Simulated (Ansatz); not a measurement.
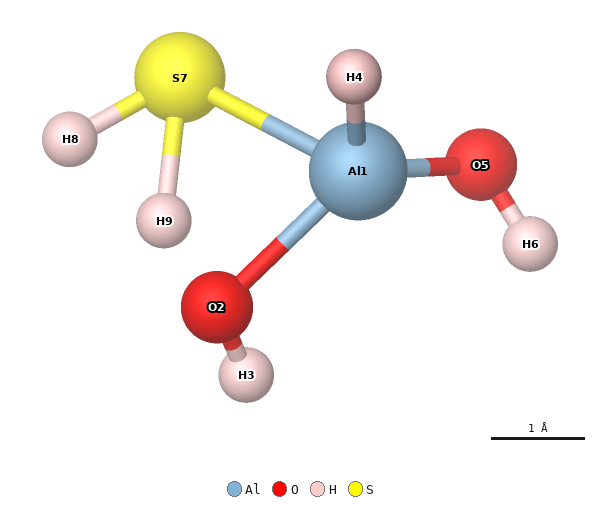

**Figure 1.** The starting structure (ball-and-stick view, seen at an oblique angle; atoms are numbered from 1 in the order of the input). Sticks mark near contacts.

## Geometry relaxation, with input and output: AlH5SO2

- system: AlH5SO2
- method: RKS B3LYP/6-31G* (Ansatz 0.2.0)

The input holds or restrains some coordinates. Forces given for the steps count only the free coordinates. It belongs to a series of runs on one base structure; here: pulled along the bonds that form and break, towards end A. Figures and captions count atoms from 1; the log counts them from 0 in places.

What the program printed
```
The last accepted step is kept in [file] (removed where the run ends without a failure and the disk answers)
Engine: ansatz 0.2.0, x86_64-unknown-linux-gnu
Functional definition: B3LYP
  parameter a0 = 0.2
  parameter ax = 0.72
  parameter ac = 0.81
  exchange = (1 - a0 - ax)*slater_x + ax*b88_x + a0*exact_x
  correlation = (1 - ac)*vwn_rpa_c + ac*lyp_c
787 factors; integrals over basis functions are off by at most 6.8e-4 eV
mean field evaluation 1: about -21599.2292 eV, gradient 7.0e1 eV
mean field evaluation 2: about -21566.9628 eV, gradient 1.4e2 eV
mean field evaluation 4: about -21608.0767 eV, gradient 1.1e1 eV
mean field evaluation 8: about -21608.2863 eV, gradient 1.2e-1 eV
mean field evaluation 16: about -21608.2863 eV, gradient 1.9e-5 eV
mean field -21608.28634561 eV, -794.0898765785 hartree, gradient 1.9e-5 eV, S^2 0.000000; 0 other end points of the search recorded, 0 dependent functions left out
the calculation of the forces begins
reference -21608.28660902 eV, -794.0898862588 hartree; 25, 25 occupied and 53, 53 virtual orbitals, 787 factors
relax step   1: F+E_penalty+E_count = -21608.28634561 eV  Δ(F+E_penalty+E_count) = +0.000e0 eV  max|allowed force component| = 2.602e0 eV/Å  E_restraint = 27.94797591 eV  max|allowed force component, restraints' pulls added| = 3.020e1 eV/Å  Δτ_max = 0.0000 Å  (26 SCF iters, accepted)
  distance Al 0 - S 6 = 2.5600 Å
  distance H 8 - O 1 = 1.2746 Å
  distance Al 0 - O 1 = 2.1300 Å
  distance H 8 - S 6 = 1.6360 Å
these checks for a lower state are left out or cut short: starts, cluster_reference, orbital_swaps, neighbouring_geometries, increment
787 factors; integrals over basis functions are off by at most 6.0e-4 eV
mean field -21608.04924637 eV, -794.0811633422 hartree, gradient 1.0e-5 eV, S^2 0.000000; 0 other end points of the search recorded, 0 dependent functions left out
[... from here on the field's lines of each further geometry are left out, up to the last ...]
relax step   2: F+E_penalty+E_count = -21608.04924637 eV  Δ(F+E_penalty+E_count) = +2.371e-1 eV  max|allowed force component| = 2.005e0 eV/Å  E_restraint = 11.83437708 eV  max|allowed force component, restraints' pulls added| = 2.134e1 eV/Å  Δτ_max = 0.1949 Å  (35 SCF iters, accepted)
relax step   3: F+E_penalty+E_count = -21608.13032994 eV  Δ(F+E_penalty+E_count) = -8.108e-2 eV  max|allowed force component| = 1.878e0 eV/Å  E_restraint = 2.82141459 eV  max|allowed force component, restraints' pulls added| = 8.705e0 eV/Å  Δτ_max = 0.1920 Å  (35 SCF iters, accepted)
relax step   4: F+E_penalty+E_count = -21608.98662972 eV  Δ(F+E_penalty+E_count) = -8.563e-1 eV  max|allowed force component| = 1.693e0 eV/Å  E_restraint = 0.07725585 eV  max|allowed force component, restraints' pulls added| = 1.693e0 eV/Å  Δτ_max = 0.1935 Å  (30 SCF iters, accepted)
relax step   5: F+E_penalty+E_count = -21609.73704781 eV  Δ(F+E_penalty+E_count) = -7.504e-1 eV  max|allowed force component| = 1.407e0 eV/Å  E_restraint = 0.01027211 eV  max|allowed force component, restraints' pulls added| = 1.539e0 eV/Å  Δτ_max = 0.1949 Å  (27 SCF iters, accepted)
relax step   6: F+E_penalty+E_count = -21610.05346442 eV  Δ(F+E_penalty+E_count) = -3.164e-1 eV  max|allowed force component| = 1.156e0 eV/Å  E_restraint = 0.00983126 eV  max|allowed force component, restraints' pulls added| = 8.953e-1 eV/Å  Δτ_max = 0.2000 Å  (28 SCF iters, accepted)
relax step   7: F+E_penalty+E_count = -21610.19142207 eV  Δ(F+E_penalty+E_count) = -1.380e-1 eV  max|allowed force component| = 7.930e-1 eV/Å  E_restraint = 0.01047367 eV  max|allowed force component, restraints' pulls added| = 4.432e-1 eV/Å  Δτ_max = 0.2000 Å  (28 SCF iters, accepted)
relax step   8: F+E_penalty+E_count = -21610.25525046 eV  Δ(F+E_penalty+E_count) = -6.383e-2 eV  max|allowed force component| = 6.422e-1 eV/Å  E_restraint = 0.01286724 eV  max|allowed force component, restraints' pulls added| = 2.836e-1 eV/Å  Δτ_max = 0.1999 Å  (28 SCF iters, accepted)
relax step   9: F+E_penalty+E_count = -21610.27788018 eV  Δ(F+E_penalty+E_count) = -2.263e-2 eV  max|allowed force component| = 7.293e-1 eV/Å  E_restraint = 0.01067964 eV  max|allowed force component, restraints' pulls added| = 2.622e-1 eV/Å  Δτ_max = 0.1999 Å  (28 SCF iters, accepted)
the calculation of the forces begins
reference -21610.29579465 eV, -794.1637224688 hartree; 25, 25 occupied and 53, 53 virtual orbitals, 787 factors
relax step  10: F+E_penalty+E_count = -21610.29551929 eV  Δ(F+E_penalty+E_count) = -1.764e-2 eV  max|allowed force component| = 6.314e-1 eV/Å  E_restraint = 0.01283722 eV  max|allowed force component, restraints' pulls added| = 1.181e-1 eV/Å  Δτ_max = 0.1974 Å  (27 SCF iters, accepted)
  distance Al 0 - S 6 = 3.4581 Å
  distance H 8 - O 1 = 2.2099 Å
  distance Al 0 - O 1 = 1.7584 Å
  distance H 8 - S 6 = 1.3804 Å
787 factors; integrals over basis functions are off by at most 7.4e-4 eV
mean field evaluation 96: about -21610.2955 eV, gradient 2.2e-4 eV
```

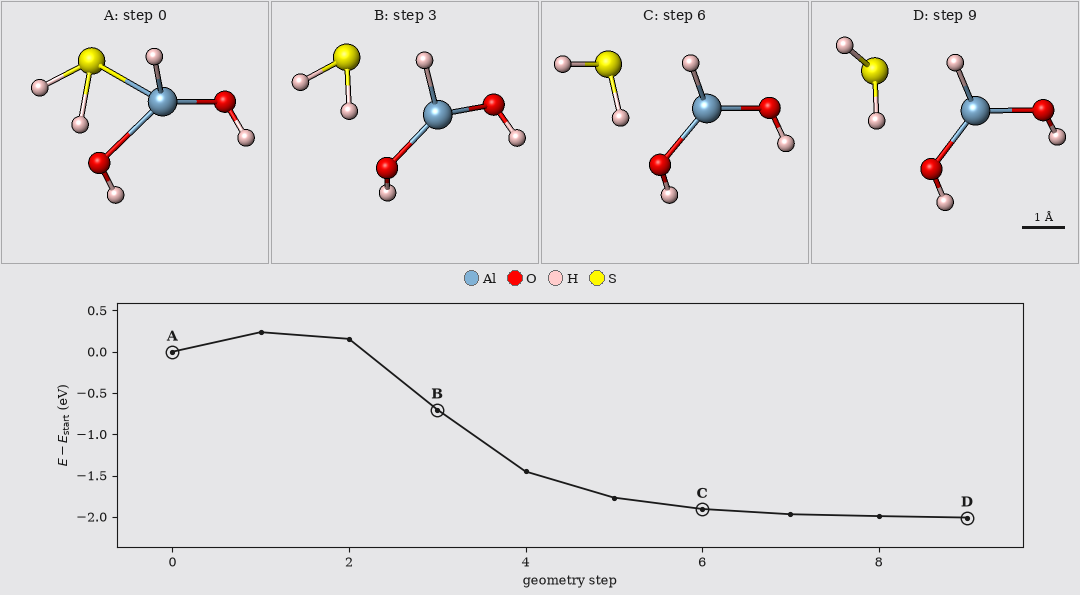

**Figure 2.** Frames of the restrained relaxation (ball-and-stick view, seen at a tilt) above the curves, on which the letters mark them (the first geometry is step 0 here and step 1 in the log).

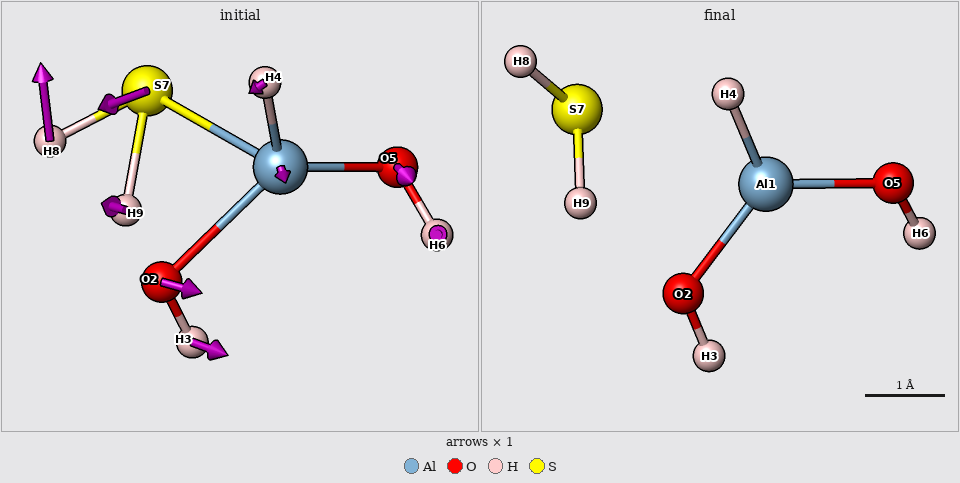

**Figure 3.** Before (left) and after (right) the restrained relaxation, at one scale (ball-and-stick view, seen at a tilt). The pink arrows give the displacements, at true length. The energy falls by 2.009 eV in 9 geometry steps. The largest force component goes from 2.6 to 0.63 eV/Å. The atom that moves furthest after the best rigid fit is H8 (1.05 Å). By element the largest moves are H 1.05 Å, S 0.88 Å, O 0.58 Å, Al 0.25 Å. Among the contacts that change: Al1–S7 2.560 → 3.458 Å, Al1–O2 2.130 → 1.758 Å, S7–H9 1.636 → 1.380 Å, Al1–O5 1.780 → 1.715 Å. Bonds break: Al1–S7 (2.56 → 3.46 Å). Among the angles that change: H8–S7–H9 52.4° → 92.5°, Al1–O5–H6 109.5° → 123.0°, Al1–O2–H3 109.5° → 120.5°. (Atoms are counted from 1 in the order of the input.)

```
mean field -21610.29551929 eV, -794.1637123496 hartree, gradient 1.0e-5 eV, S^2 0.000000; 1 other end points of the search recorded, 0 dependent functions left out
the calculation of the forces begins
reference -21610.29579465 eV, -794.1637224688 hartree; 25, 25 occupied and 53, 53 virtual orbitals, 787 factors
Total energy: -21610.29579465 eV, -794.1637224688 hartree
Atom 0 at    -0.039575    -0.232370     0.102012 Å, force    -0.193852    -0.123473     0.607961 eV/Å
Atom 1 at    -0.245131    -0.441004     1.835857 Å, force     0.096856     0.138386    -0.631402 eV/Å
Atom 2 at    -1.083385    -0.760731     2.195729 Å, force     0.034938     0.002061    -0.022340 eV/Å
Atom 3 at     1.400929     0.030645    -0.453847 Å, force     0.008595     0.007678     0.018483 eV/Å
Atom 4 at    -1.313959    -0.553597    -0.999599 Å, force     0.086948     0.083250     0.057375 eV/Å
Atom 5 at    -2.232053    -0.656166    -0.724031 Å, force    -0.024192    -0.021462    -0.023873 eV/Å
Atom 6 at    -0.042871     2.933324     1.493663 Å, force     0.004024    -0.624997     0.248906 eV/Å
Atom 7 at     1.305422     2.970905     1.472078 Å, force     0.014091     0.027007    -0.025343 eV/Å
Atom 8 at    -0.058978     1.734394     2.177538 Å, force    -0.027408     0.511550    -0.229767 eV/Å
Dipole moment:    -0.289935    -0.180345     0.293970 e Å
```

Trajectory as extended XYZ (Å, eV, eV/Å), 10 frames, from step=1 to step=10
```
9
Properties=species:S:1:pos:R:3:forces:R:3 step=1 energy=-21608.28635
Al    0.0000    0.0000    0.0000   -0.5407   2.1728   1.0988
O     0.0000    0.0000    2.1300   -1.1743  -0.3177  -1.2070
H    -0.9095   -0.2814    2.4671    1.3782   0.6931  -0.3426
H     1.3510    0.0000   -0.7800    0.2119  -0.7183   0.0846
O    -1.5415    0.0000   -0.8900    0.2355  -2.1503   1.4963
H    -2.0512   -0.8467   -0.6815    0.5391   1.5002  -0.5983
S     0.1147    2.4267    0.8072    0.1690   0.8837   0.4234
H     0.6673    2.4659    2.0930    0.3389   0.5382  -0.9826
H     0.0596    1.2609    1.9536   -1.1575  -2.6018   0.0273
9
Properties=species:S:1:pos:R:3:forces:R:3 step=2 energy=-21608.04925
Al   -0.0083   -0.1683    0.0296   -0.4719   2.0045   1.5409
O    -0.0109   -0.1504    2.0486   -0.9462  -0.2179  -1.7029
H    -0.9074   -0.2848    2.4675    1.0377   0.0984  -0.6164
H     1.3501   -0.0125   -0.7760   -0.0909  -0.5849   0.3277
O    -1.5325   -0.0190   -0.8717    0.6784  -1.6286   1.2093
H    -2.0554   -0.8391   -0.6890   -0.0077   0.8439  -0.4037
S     0.1137    2.6036    0.8890   -0.2403  -0.7274   0.7197
H     0.6837    2.4770    2.1066    1.1683   1.2648   0.3190
H     0.0575    1.4188    1.8947   -1.1274  -1.0529  -1.3937
9
Properties=species:S:1:pos:R:3:forces:R:3 step=3 energy=-21608.13033
Al   -0.0206   -0.3016    0.0685   -0.2347   1.8073   1.2064
O    -0.0245   -0.3215    1.9626   -1.0478  -0.1731  -1.4223
H    -0.8981   -0.2898    2.4535    1.1807  -0.1855  -0.9684
H     1.3432   -0.0209   -0.7657   -0.4007  -0.6098   0.5760
O    -1.5168   -0.0389   -0.8559    0.9264  -1.2663   1.0350
H    -2.0620   -0.8330   -0.6926   -0.3826   0.4056  -0.2938
S     0.1129    2.7261    0.9559   -0.4339  -0.7731   0.4267
H     0.7124    2.5073    2.1218    1.8777   1.7389   1.0623
H     0.0439    1.5978    1.8514   -1.4850  -0.9440  -1.6220
9
Properties=species:S:1:pos:R:3:forces:R:3 step=4 energy=-21608.98663
Al   -0.0297   -0.3952    0.0908    0.0390   1.5058   0.1193
O    -0.0402   -0.4812    1.8592   -0.8322   0.0173  -0.2417
H    -0.8655   -0.3146    2.3852    0.9001  -0.3650  -0.7914
H     1.3228   -0.0699   -0.7216   -0.2618  -0.5461   0.4607
O    -1.4883   -0.0882   -0.8371    0.5748  -0.9931   0.6838
H    -2.0922   -0.8351   -0.6914   -0.4251   0.2673  -0.2159
S     0.1053    2.8573    1.0517    0.0074  -0.9987   1.1314
H     0.8407    2.6474    2.1586    1.4629   1.6925   0.2237
H    -0.0626    1.7048    1.8040   -1.4651  -0.5800  -1.3699
9
Properties=species:S:1:pos:R:3:forces:R:3 step=5 energy=-21609.73705
Al   -0.0235   -0.3714    0.0825   -0.0863   0.8658   0.3003
O    -0.0464   -0.5350    1.8336   -0.4082   0.1090  -0.3884
H    -0.8536   -0.3453    2.3553    0.4386  -0.3058  -0.4344
H     1.3258   -0.1185   -0.6942    0.0280  -0.3294   0.2169
O    -1.4791   -0.1269   -0.8341    0.2772  -0.7253   0.4083
H    -2.1208   -0.8399   -0.6873   -0.2623   0.2621  -0.1413
S     0.1036    2.9050    1.1384    0.1627  -1.3936   1.4067
H     0.9741    2.7882    2.1791    0.4360   0.9520  -0.3770
H    -0.1897    1.6693    1.7260   -0.5858   0.5652  -0.9911
9
Properties=species:S:1:pos:R:3:forces:R:3 step=6 energy=-21610.05346
Al    0.0196   -0.3185    0.0736    0.0771   0.4172   0.3688
O    -0.0374   -0.4907    1.8218   -0.3174  -0.0150  -0.4810
H    -0.9002   -0.5227    2.2754    0.3628  -0.0504  -0.2156
H     1.4075   -0.2276   -0.6767   -0.1040  -0.1219   0.1987
O    -1.4351   -0.1474   -0.8364   -0.0349  -0.5566   0.2240
H    -2.1594   -0.7487   -0.5953   -0.0025   0.3004  -0.1499
S     0.0200    2.9396    1.2143    0.2140  -1.1559   0.9181
H     1.0845    2.8358    2.0562    0.0771   0.5107  -0.3550
H    -0.3091    1.7056    1.7665   -0.2721   0.6716  -0.5081
9
Properties=species:S:1:pos:R:3:forces:R:3 step=7 energy=-21610.19142
Al    0.0009   -0.2598    0.0260   -0.2608   0.0368   0.5400
O    -0.0886   -0.4386    1.7730   -0.2171   0.0434  -0.5133
H    -0.9538   -0.5602    2.1968    0.1999  -0.0370  -0.0978
H     1.4384   -0.1596   -0.5988   -0.0991  -0.0008  -0.0492
O    -1.4468   -0.3284   -0.9207    0.1430  -0.2969   0.2861
H    -2.2141   -0.8174   -0.5761    0.2171   0.2666  -0.1606
S     0.0421    2.9505    1.3130    0.1549  -0.7930   0.6178
H     1.2361    2.8794    1.9667   -0.1940   0.1641  -0.2939
H    -0.3239    1.7595    1.9195    0.0560   0.6168  -0.3291
9
Properties=species:S:1:pos:R:3:forces:R:3 step=8 energy=-21610.25525
Al   -0.0163   -0.2410    0.0625   -0.1429   0.0074   0.5091
O    -0.1640   -0.4337    1.8030    0.0155   0.0801  -0.6046
H    -1.0155   -0.6869    2.1844    0.0278  -0.0083   0.0096
H     1.4132   -0.0688   -0.5546   -0.0069   0.0091   0.0077
O    -1.3908   -0.4072   -0.9590    0.0586  -0.1448   0.1802
H    -2.2106   -0.7808   -0.6050    0.0449   0.1207  -0.1165
S     0.0190    2.9603    1.3715    0.1723  -0.6422   0.3881
H     1.3152    2.9164    1.7869   -0.2705   0.0445  -0.1567
H    -0.2599    1.7670    2.0097    0.1012   0.5336  -0.2169
9
Properties=species:S:1:pos:R:3:forces:R:3 step=9 energy=-21610.27788
Al   -0.0290   -0.2509    0.0504    0.0572   0.1417   0.7293
O    -0.1988   -0.3766    1.7957    0.0136  -0.0371  -0.5972
H    -1.0284   -0.6941    2.1763    0.0186  -0.0186   0.0042
H     1.4061   -0.0485   -0.5446    0.0002  -0.0077  -0.0034
O    -1.3516   -0.5081   -1.0028   -0.1339  -0.0992   0.0508
H    -2.2223   -0.7429   -0.6543    0.0303   0.0542  -0.1113
S    -0.0088    2.9263    1.4181    0.1654  -0.6206   0.4563
H     1.3297    2.9205    1.6613   -0.2622   0.0141  -0.0961
H    -0.2064    1.7997    2.1994    0.1108   0.5731  -0.4326
9
Properties=species:S:1:pos:R:3:forces:R:3 step=10 energy=-21610.29552
Al   -0.0396   -0.2324    0.1020   -0.1939  -0.1235   0.6080
O    -0.2451   -0.4410    1.8359    0.0969   0.1384  -0.6314
H    -1.0834   -0.7607    2.1957    0.0349   0.0021  -0.0223
H     1.4009    0.0306   -0.4538    0.0086   0.0077   0.0185
O    -1.3140   -0.5536   -0.9996    0.0869   0.0833   0.0574
H    -2.2321   -0.6562   -0.7240   -0.0242  -0.0215  -0.0239
S    -0.0429    2.9333    1.4937    0.0040  -0.6250   0.2489
H     1.3054    2.9709    1.4721    0.0141   0.0270  -0.0253
H    -0.0590    1.7344    2.1775   -0.0274   0.5115  -0.2298
```

This output came from the following input.

The input
```yaml
crystal:
  periodic: [false, false, false]
  atoms:
    - { symbol: Al, position_ang: [0.0, 0.0, 0.0] }
    - { symbol: O, position_ang: [0.0, 0.0, 2.13] }
    - { symbol: H, position_ang: [-0.9095, -0.2814, 2.4671] }
    - { symbol: H, position_ang: [1.351, 0.0, -0.78] }
    - { symbol: O, position_ang: [-1.5415, 0.0, -0.89] }
    - { symbol: H, position_ang: [-2.0512, -0.8467, -0.6815] }
    - { symbol: S, position_ang: [0.1147, 2.4267, 0.8072] }
    - { symbol: H, position_ang: [0.6673, 2.4659, 2.093] }
    - { symbol: H, position_ang: [0.0596, 1.2609, 1.9536] }
basis:
  gaussian: { orbitals: "6-31G*" }
hamiltonian:
  xc: b3lyp
relax:
  f_tol: 0.15
  max_steps: 25
  restrain:
    - { distance: [0, 6], at: 3.46, k: 30.0 }
    - { distance: [8, 1], at: 2.21, k: 30.0 }
    - { distance: [0, 1], at: 1.78, k: 30.0 }
    - { distance: [8, 6], at: 1.4, k: 30.0 }
```

Launched with:
```bash
ansatz run input.yaml --threads 1 --pin off --max-ram 2048MiB --backend cpu --events-out ev --progress --plain --runs-dir out
```

Key numbers

| quantity | value |
| --- | --- |
| outcome | converged under the restraints of the input |
| total energy | −21610.2958 eV |
| mean-field energy | −21610.2958 eV |
| largest force (length of the vector) at the end, held atoms and coordinates included | 0.673 eV/Å |
| hardware | 1 thread of AMD EPYC (Zen 3), 32 GiB of memory available, shared host |
| wall time | 31 s |
| peak memory | 0.16 GiB |
